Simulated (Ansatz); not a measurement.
**(H2Ga-mu-Cl)2 (Ga₂H₄Cl₂): single points with varied inputs**

Aim: run (H2Ga-mu-Cl)2 (Ga₂H₄Cl₂) under a spread of inputs, and see what each costs and gives.

The runs use Ansatz 0.2.0, Gaussian basis; the settings change from run to run.

### 1 The molecule

The structure was relaxed beforehand with PBE-D4/def2-SVP.

8 atoms, charge 0, spin multiplicity 1.

Atoms are counted from 1 here; the program's logs count them from 0.

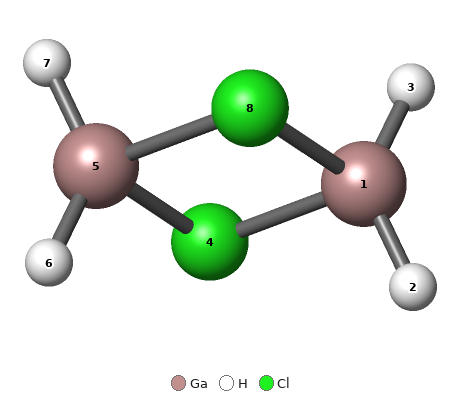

The geometry (gallium pink, hydrogen white, chlorine green); atoms are numbered from 1 in the order of the file.

### 2 r2SCAN0/cc-pVTZ

Options: multiplicity 3, restricted open-shell orbitals, atoms shaken by 0.03 Å.

File in.yaml:

```yaml
crystal:
  periodic: [false, false, false]
  atoms:
    - {symbol: Ga, position_ang: [-0.838923, -0.540403, 1.415434]}
    - {symbol: H, position_ang: [-1.291011, -1.986378, 1.297052]}
    - {symbol: H, position_ang: [-0.948369, 0.615409, 2.434699]}
    - {symbol: Cl, position_ang: [1.510648, -0.463877, 0.687424]}
    - {symbol: Ga, position_ang: [0.777986, 0.538049, -1.418596]}
    - {symbol: H, position_ang: [0.946246, -0.598102, -2.481323]}
    - {symbol: H, position_ang: [1.278532, 1.966786, -1.267520]}
    - {symbol: Cl, position_ang: [-1.474651, 0.503849, -0.658796]}
basis:
  gaussian: {orbitals: cc-pVTZ}
magnetization: {spin_polarized: false, initial_magnetization: 2}
hamiltonian: {xc: {name: r2SCAN0}}
scf: {omitted_lower_state_checks: [starts]}
```

The run is started by

```bash
> ansatz run in.yaml --threads 4 --pin off --events-out ev --progress --plain --max-ram 3916MiB
```

Standard output:

```text
Functional definition: r2SCAN0
  name "r2SCAN0"
  cite "Bursch, Neugebauer, Ehlert & Grimme, J. Chem. Phys. 156, 134105 (2022) doi:10.1063/5.0086040"
  cite "Furness, Kaplan, Ning, Perdew & Sun, J. Phys. Chem. Lett. 11, 8208 (2020) doi:10.1021/acs.jpclett.0c02405"
  cite "Furness, Kaplan, Ning, Perdew & Sun, J. Phys. Chem. Lett. 11, 9248 (2020) doi:10.1021/acs.jpclett.0c03077"
  parent r2scan
  parameter a = 0.25
  parameter k0 = 0.174
  parameter k1 = 0.065
  parameter a1 = 4.9479
  exchange = (1 - a)*r2scan_x(k0 = k0, k1 = k1, a1 = a1) + a*exact_x
  correlation = r2scan_c
these checks for a lower state are left out or cut short: starts
1638 factors; their error is unknown
mean field evaluation 1: about -129861.6911 eV, gradient 2.0e1 eV
mean field evaluation 2: about -129861.8276 eV, gradient 1.9e1 eV
mean field evaluation 4: about -129862.1866 eV, gradient 4.2e0 eV
mean field evaluation 8: about -129862.2944 eV, gradient 2.2e-1 eV
mean field evaluation 16: about -129862.8373 eV, gradient 2.5e-3 eV
mean field evaluation 32: about -129862.8373 eV, gradient 1.8e-5 eV
mean field -129862.83726234 eV, -4772.3712451982 hartree, gradient 3.8e-6 eV, S^2 2.000000; 0 other end points of the search recorded, 0 dependent functions left out
reference -129862.83728001 eV, -4772.3712458478 hartree; 51, 49 occupied and 159, 161 virtual orbitals, 1638 factors
Total energy: -129862.83728001 eV, -4772.3712458478 hartree
Checks for a lower state left out: starts
```

It took 86 s on 4 threads of Arm Neoverse N1, shared host; peak memory 1.5 GiB.

### 3 RPBE/aug-cc-pVDZ

This run has atoms shaken by 0.03 Å.

File in.yaml:

```yaml
crystal:
  periodic: [false, false, false]
  atoms:
    - {symbol: Ga, position_ang: [-0.830018, -0.514907, 1.403134]}
    - {symbol: H, position_ang: [-1.293076, -2.014028, 1.264015]}
    - {symbol: H, position_ang: [-0.992328, 0.645164, 2.431468]}
    - {symbol: Cl, position_ang: [1.478396, -0.551990, 0.721249]}
    - {symbol: Ga, position_ang: [0.846402, 0.508291, -1.419331]}
    - {symbol: H, position_ang: [0.956091, -0.600713, -2.481603]}
    - {symbol: H, position_ang: [1.313922, 2.023623, -1.284066]}
    - {symbol: Cl, position_ang: [-1.498869, 0.486452, -0.613006]}
basis:
  gaussian: {orbitals: aug-cc-pVDZ}
hamiltonian: {xc: {name: RPBE}}
```

The command is unchanged.

Standard output:

```text
Functional definition: RPBE
  name "RPBE"
  cite "Hammer, Hansen & Nørskov, Phys. Rev. B 59, 7413 (1999) doi:10.1103/PhysRevB.59.7413"
  cite "Perdew, Burke & Ernzerhof, Phys. Rev. Lett. 77, 3865 (1996) doi:10.1103/PhysRevLett.77.3865"
  parameter kappa = 0.804
  parameter beta = 0.06672455060314922
  exchange = rpbe_x(kappa = kappa, mu = beta*pi^2/3)
  correlation = pbe_c(beta = beta)
1794 factors; their error is unknown
mean field evaluation 1: about -129858.7942 eV, gradient 2.8e1 eV
mean field evaluation 2: about -129859.6392 eV, gradient 2.4e1 eV
mean field evaluation 4: about -129861.0820 eV, gradient 1.2e0 eV
mean field evaluation 8: about -129861.0632 eV, gradient 8.5e-2 eV
mean field evaluation 16: about -129861.0632 eV, gradient 1.4e-5 eV
mean field -129861.06321637 eV, -4772.3060502115 hartree, gradient 1.4e-5 eV, S^2 0.000000; 0 other end points of the search recorded, 0 dependent functions left out
reference -129861.06329368 eV, -4772.3060530526 hartree; 50, 50 occupied and 112, 112 virtual orbitals, 1794 factors
Total energy: -129861.06329368 eV, -4772.3060530526 hartree
```

Wall time 4.1 s (4 threads of Arm Neoverse N1, shared host).

### 4 PBE0-DH/def2-mTZVP

Options: high accuracy.

File in.yaml:

```yaml
crystal:
  periodic: [false, false, false]
  atoms:
    - {symbol: Ga, position_ang: [-0.817932, -0.517652, 1.389812]}
    - {symbol: H, position_ang: [-1.286757, -2.007257, 1.301319]}
    - {symbol: H, position_ang: [-0.936940, 0.600221, 2.477356]}
    - {symbol: Cl, position_ang: [1.469257, -0.503105, 0.677308]}
    - {symbol: Ga, position_ang: [0.817932, 0.517711, -1.389788]}
    - {symbol: H, position_ang: [0.937458, -0.599558, -2.477893]}
    - {symbol: H, position_ang: [1.286359, 2.007390, -1.300409]}
    - {symbol: Cl, position_ang: [-1.469378, 0.502239, -0.677705]}
basis:
  gaussian: {orbitals: def2-mTZVP}
hamiltonian: {xc: {name: PBE0-DH}}
accuracy: high
scf: {omitted_lower_state_checks: [starts]}
output: {forces: true}
```

The command is unchanged.

Standard output:

```text
Functional definition: PBE0-DH
  name "PBE0-DH"
  cite "Brémond & Adamo, J. Chem. Phys. 135, 024106 (2011) doi:10.1063/1.3604569"
  cite "Perdew, Burke & Ernzerhof, Phys. Rev. Lett. 77, 3865 (1996) doi:10.1103/PhysRevLett.77.3865"
  parameter a = 1/2
  parameter c = 1/8
  exchange = (1 - a)*pbe_x + a*exact_x
  correlation = (1 - c)*pbe_c + c*(mp2_os + mp2_ss)
these checks for a lower state are left out or cut short: starts
2509 factors; integrals over basis functions are off by at most 5.9e-9 eV
mean field evaluation 1: about -129836.6476 eV, gradient 2.3e1 eV
mean field evaluation 2: about -129836.8296 eV, gradient 2.3e1 eV
mean field evaluation 4: about -129837.6607 eV, gradient 1.8e0 eV
mean field evaluation 8: about -129837.6675 eV, gradient 1.6e-2 eV
mean field evaluation 16: about -129837.6675 eV, gradient 1.0e-6 eV
mean field -129837.66750869 eV, -4771.4462738125 hartree, gradient 5.3e-8 eV, S^2 0.000000; 0 other end points of the search recorded, 0 dependent functions left out
28 core orbitals not correlated: weight in the atoms' cores, before any rotation towards them, 1.000 or more for the frozen orbitals, at most 0.000 for the correlated occupied ones
reference -129837.66751073 eV, -4771.4462738875 hartree; 22, 22 occupied and 78, 78 virtual orbitals, 2509 factors
second order -22.54932325 eV of doubles, -0.00000000 eV of singles
the calculation of the forces begins
Total energy: -129840.48617614 eV, -4771.5498579306 hartree
Atom 0 at    -0.817932    -0.517652     1.389812 Å, force     0.073214     0.046258    -0.124455 eV/Å
Atom 1 at    -1.286757    -2.007257     1.301319 Å, force     0.071736     0.225994     0.012099 eV/Å
Atom 2 at    -0.936940     0.600221     2.477356 Å, force     0.018761    -0.168731    -0.165954 eV/Å
Atom 3 at     1.469257    -0.503105     0.677308 Å, force    -0.335889     0.115050    -0.154847 eV/Å
Atom 4 at     0.817932     0.517711    -1.389788 Å, force    -0.073170    -0.046426     0.124396 eV/Å
Atom 5 at     0.937458    -0.599558    -2.477893 Å, force    -0.018875     0.168660     0.166007 eV/Å
Atom 6 at     1.286359     2.007390    -1.300409 Å, force    -0.071684    -0.226001    -0.012230 eV/Å
Atom 7 at    -1.469378     0.502239    -0.677705 Å, force     0.335906    -0.114802     0.154984 eV/Å
Dipole moment:     0.000002     0.000096     0.000042 e Å
Checks for a lower state left out: starts
```

Run time: 34 s. Hardware: 4 threads of Arm Neoverse N1, shared host; peak memory 0.72 GiB.

Largest force 0.387 eV/Å, dipole 0.00 D.

### 5 r2SCAN/aug-cc-pVDZ

Options: atoms shaken by 0.08 Å, D3(BJ) dispersion.

File in.yaml:

```yaml
crystal:
  periodic: [false, false, false]
  atoms:
    - {symbol: Ga, position_ang: [-0.799053, -0.410860, 1.410410]}
    - {symbol: H, position_ang: [-1.287309, -1.862962, 1.268103]}
    - {symbol: H, position_ang: [-0.948338, 0.744096, 2.399735]}
    - {symbol: Cl, position_ang: [1.529405, -0.355930, 0.730594]}
    - {symbol: Ga, position_ang: [0.793194, 0.497050, -1.381296]}
    - {symbol: H, position_ang: [0.883829, -0.523919, -2.455433]}
    - {symbol: H, position_ang: [1.218580, 2.099207, -1.251314]}
    - {symbol: Cl, position_ang: [-1.506719, 0.512896, -0.638850]}
basis:
  gaussian: {orbitals: aug-cc-pVDZ}
hamiltonian: {xc: {name: r2SCAN}, dispersion: d3bj}
output: {forces: true}
```

Same command.

Standard output:

```text
Warning: the engine holds no damping parameters fitted to this dispersion correction and functional, so the run takes those fitted to r2scan beside the three-body term, which d3bj leaves out (hamiltonian.dispersion, under Limitations)
Functional definition: r2SCAN
  name "r2SCAN"
  cite "Furness, Kaplan, Ning, Perdew & Sun, J. Phys. Chem. Lett. 11, 8208 (2020) doi:10.1021/acs.jpclett.0c02405"
  cite "Furness, Kaplan, Ning, Perdew & Sun, J. Phys. Chem. Lett. 11, 9248 (2020) doi:10.1021/acs.jpclett.0c03077"
  parent r2scan
  parameter k0 = 0.174
  parameter k1 = 0.065
  parameter a1 = 4.9479
  exchange = r2scan_x(k0 = k0, k1 = k1, a1 = a1)
  correlation = r2scan_c
1794 factors; their error is unknown
mean field evaluation 1: about -129864.4076 eV, gradient 2.3e1 eV
mean field evaluation 2: about -129865.1971 eV, gradient 1.7e1 eV
mean field evaluation 4: about -129865.8475 eV, gradient 9.7e-1 eV
mean field evaluation 8: about -129865.8202 eV, gradient 8.5e-2 eV
mean field -129865.82024867 eV, -4772.4808679241 hartree, gradient 5.2e-5 eV, S^2 0.000000; 0 other end points of the search recorded, 0 dependent functions left out
the calculation of the forces begins
reference -129865.82027905 eV, -4772.4808690405 hartree; 50, 50 occupied and 112, 112 virtual orbitals, 1794 factors
Total energy: -129865.88275366 eV, -4772.4831649401 hartree
Atom 0 at    -0.799053    -0.410860     1.410410 Å, force     0.029907    -0.078123    -0.148930 eV/Å
Atom 1 at    -1.287309    -1.862962     1.268103 Å, force     0.111033    -0.143917     0.133635 eV/Å
Atom 2 at    -0.948338     0.744096     2.399735 Å, force     0.049877     0.112485     0.257915 eV/Å
Atom 3 at     1.529405    -0.355930     0.730594 Å, force    -0.294566    -0.101638    -0.111583 eV/Å
Atom 4 at     0.793194     0.497050    -1.381296 Å, force     0.175322     2.278086     0.977561 eV/Å
Atom 5 at     0.883829    -0.523919    -2.455433 Å, force     0.092424    -0.793236    -0.647709 eV/Å
Atom 6 at     1.218580     2.099207    -1.251314 Å, force    -0.318213    -1.334843    -0.187530 eV/Å
Atom 7 at    -1.506719     0.512896    -0.638850 Å, force     0.154217     0.061186    -0.273360 eV/Å
Dipole moment:     0.003930    -0.088961    -0.003157 e Å
```

Run time: 14 s. Hardware: 4 threads of Arm Neoverse N1, shared host.

Largest force 2.485 eV/Å, dipole 0.43 D.

### 6 The runs in one table

```tsv
level	charge	multiplicity	geometry	functions	energy (eV)	time
r2SCAN0/cc-pVTZ	0	3	shaken	210	-129862.837	86 s
RPBE/aug-cc-pVDZ	0	1	shaken	162	-129861.063	4.1 s
PBE0-DH/def2-mTZVP	0	1	relaxed	128	-129840.486	34 s
r2SCAN/aug-cc-pVDZ	0	1	shaken	162	-129865.883	14 s
```

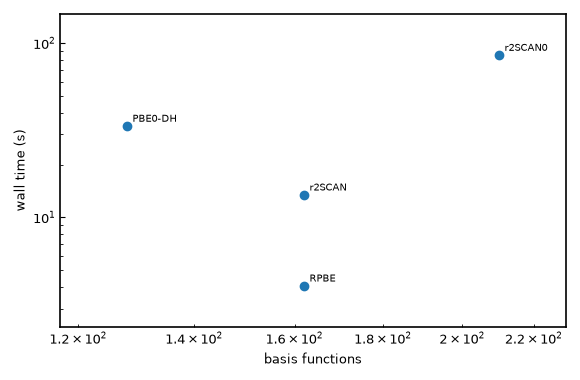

Wall time against the number of basis functions (shared host).

### 7 Summary of results

| quantity | value |
| --- | --- |
| runs | 4 |
| quickest | RPBE/aug-cc-pVDZ, 4.1 s |
| slowest | r2SCAN0/cc-pVTZ, 86 s |

**Reading.** The runs differ in state or geometry as well as level, so their energies can't be set against each other. Run time spans a factor of 21, from RPBE/aug-cc-pVDZ to r2SCAN0/cc-pVTZ. The jobs differ in tasks and options as well as level. At the PBE-D4/def2-SVP geometry and in the same state, runs without warnings or point charges leave forces up to 0.39 eV/Å (PBE0-DH/def2-mTZVP), against 2.5 eV/Å where the atoms were moved.
